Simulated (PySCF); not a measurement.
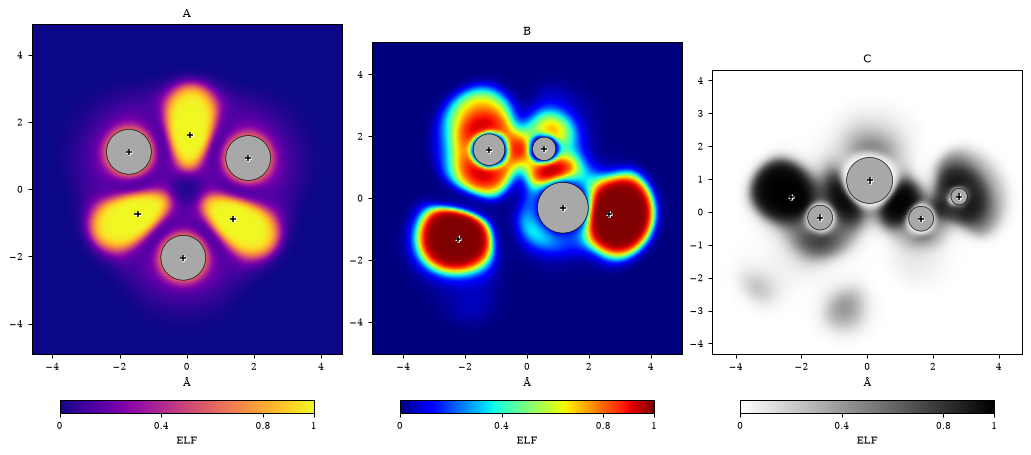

The ELF of 3 systems, each on a plane through atoms (crosses mark nuclei in the plane; grey discs cover the cores).

Theory: PBE0/def2-SVPD, SCF density, gas phase (PySCF 2.14.0).

System 1: C2H7F3OSi2, the plane of atoms C3, Si4 and C5. Geometry: GFN2-xTB.

```yaml
atoms:
  - { symbol: O, position_ang: [1.7606, 0.6159, 1.6104] }
  - { symbol: Si, position_ang: [1.9667, -0.1821, 0.2231] }
  - { symbol: C, position_ang: [0.4194, -1.2266, -0.2497] }
  - { symbol: Si, position_ang: [-1.0673, -0.3237, -0.9698] }
  - { symbol: C, position_ang: [-1.7042, 0.8885, 0.4206] }
  - { symbol: F, position_ang: [-1.9388, 0.2698, 1.5972] }
  - { symbol: F, position_ang: [-0.8165, 1.8760, 0.7094] }
  - { symbol: F, position_ang: [-2.8497, 1.5138, 0.0920] }
  - { symbol: H, position_ang: [1.0799, 1.2691, 1.7543] }
  - { symbol: H, position_ang: [3.0669, -1.0725, 0.5662] }
  - { symbol: H, position_ang: [2.2584, 0.7149, -0.8968] }
  - { symbol: H, position_ang: [0.7311, -1.9801, -0.9713] }
  - { symbol: H, position_ang: [0.1049, -1.7749, 0.6408] }
  - { symbol: H, position_ang: [-0.7745, 0.5771, -2.0842] }
  - { symbol: H, position_ang: [-2.2414, -1.1574, -1.2339] }
```

System 2: F6H3In3, the plane of atoms In5, H8 and In9. Geometry: PBE0-D3(BJ)/def2-SVP; core potentials replace the inner electrons of In.

| atom | x (Å) | y (Å) | z (Å) |
| --- | --- | --- | --- |
| In | -0.5041 | -0.1787 | -1.9739 |
| F | -2.2702 | -0.8766 | -2.3777 |
| F | 0.8068 | 0.4078 | -3.2807 |
| H | -0.7065 | 1.2448 | -0.7668 |
| In | -0.4301 | 1.7078 | 1.0237 |
| F | -2.1700 | 1.7831 | 1.8823 |
| F | 0.9151 | 3.1080 | 1.0520 |
| H | 0.4225 | 0.1304 | 1.5881 |
| In | 0.9521 | -1.5549 | 0.9642 |
| F | -0.1343 | -2.9010 | 1.8454 |
| F | 2.8924 | -1.5792 | 0.8976 |
| H | 0.3417 | -1.3742 | -0.8032 |

System 3: C2H9ClGe2O, the plane of atoms Cl1, C2 and Ge3. Geometry: GFN2-xTB.

```yaml
atoms:
  - { symbol: Cl, position_ang: [-0.9943, 1.6470, 1.3021] }
  - { symbol: C, position_ang: [-2.1653, 0.5540, 0.5228] }
  - { symbol: Ge, position_ang: [-1.2940, -0.1302, -1.1380] }
  - { symbol: O, position_ang: [-0.0532, -1.2683, -0.6900] }
  - { symbol: C, position_ang: [0.8998, -1.1149, 0.3450] }
  - { symbol: Ge, position_ang: [2.2343, 0.3323, 0.0999] }
  - { symbol: H, position_ang: [-3.0651, 1.1325, 0.3359] }
  - { symbol: H, position_ang: [-2.3950, -0.2404, 1.2305] }
  - { symbol: H, position_ang: [-2.1453, -1.0277, -1.9854] }
  - { symbol: H, position_ang: [-0.7054, 1.0338, -1.8976] }
  - { symbol: H, position_ang: [1.4401, -2.0669, 0.4080] }
  - { symbol: H, position_ang: [0.3993, -0.9730, 1.3095] }
  - { symbol: H, position_ang: [1.6336, 1.6545, -0.2475] }
  - { symbol: H, position_ang: [3.0055, 0.4832, 1.3726] }
  - { symbol: H, position_ang: [3.2006, -0.0079, -0.9897] }
```

Question: Match each panel to its system.

Answer: Panel A is system 2, F6H3In3: the plane holds In and H. In–H (1.87 Å): the ELF climbs to about 1 towards the hydrogen. Panel B is system 3, C2H9ClGe2O: the plane holds Cl, C, Ge and H. C–Cl (1.78 Å): the ELF peaks at about 0.90 between the atoms: localised, covalent bonding. Panel C is system 1, C2H7F3OSi2: the plane holds C, Si, F and H. C–F (1.35 Å): the ELF peaks at about 0.85 between the atoms: a shared but strongly polarised pair.
